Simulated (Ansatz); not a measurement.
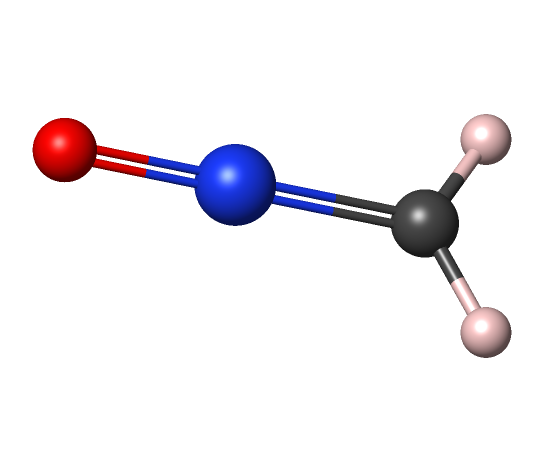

A ball-and-stick model of a molecule. Multiple sticks mark multiple bonds (one Kekulé form). Colours: carbon dark grey, silicon blue, oxygen red, hydrogen pink.

The computed structure is the end point of a PBE0-D4/def2-TZVP optimisation. No frequency run is at hand to confirm it as a minimum.

Which formula does it have?

CH₂OSi, 5 atoms: 1 carbon, 2 hydrogen, 1 oxygen and 1 silicon.

How many bonds of each kind are drawn?

2 C–H, 1 C–Si, 1 O–Si.

More results for the same structure follow; atom numbers are the same in all pictures, views and colours differ.

Charges

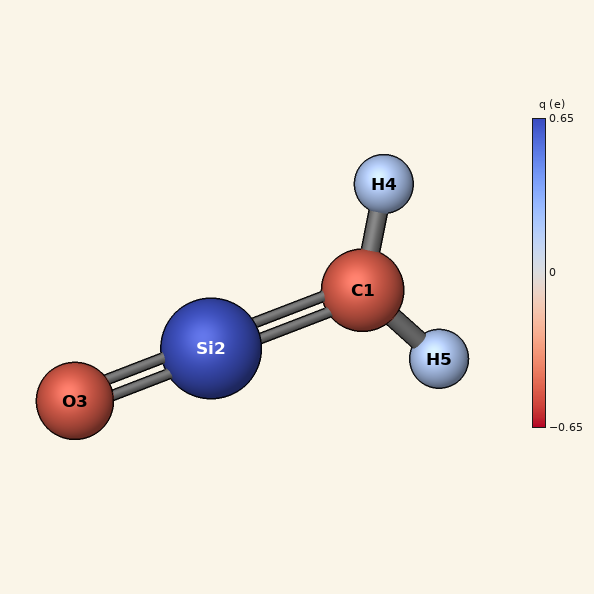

Atoms are coloured by their Mulliken charges. No frequency run is at hand to confirm it as a minimum. Level of theory: RKS PBE0-D4/def2-TZVP (Ansatz 0.2.0).

Give the Mulliken charges atom by atom.

```tsv
atom	value (e)
C1	−0.49
Si2	0.63
O3	−0.49
H4	0.18
H5	0.18
```

Dipole moment

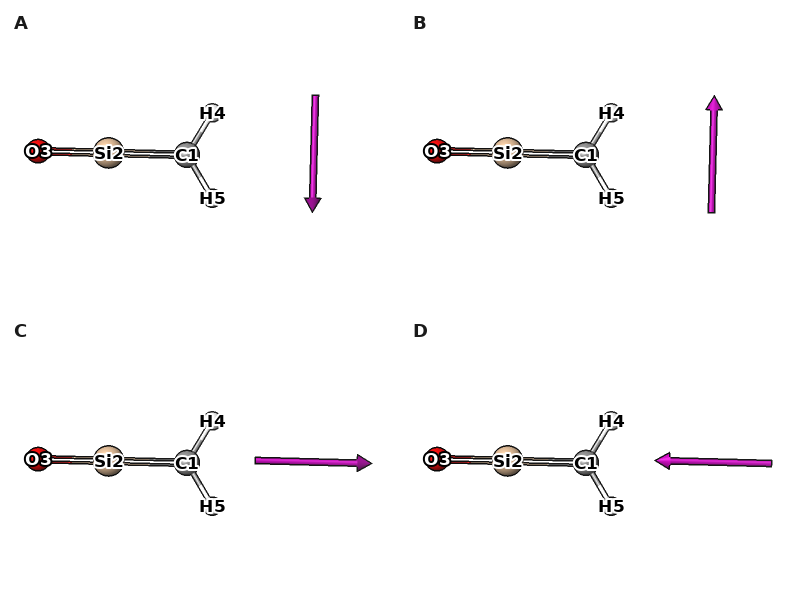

The same molecule four times, each with an arrow. No frequency run is at hand to confirm it as a minimum. Level of theory: RKS PBE0-D4/def2-TZVP (Ansatz 0.2.0).

Which arrow points along the dipole moment, from the negative to the positive end?

C. The dipole moment is 2.35 D; it points from the side of O3 to the side of H4, H5 (the outermost atoms at the two ends).

Electronic properties

No frequency run is at hand to confirm it as a minimum. Method: RKS PBE0-D4/def2-TZVPP (Ansatz 0.2.0).

Give the HOMO energy (Kohn–Sham orbital) at this level.

−7.05 eV.

What is the LUMO energy (Kohn–Sham orbital)?

−2.08 eV.

Mulliken values depend strongly on the basis set and can even reverse the polarity of a bond.
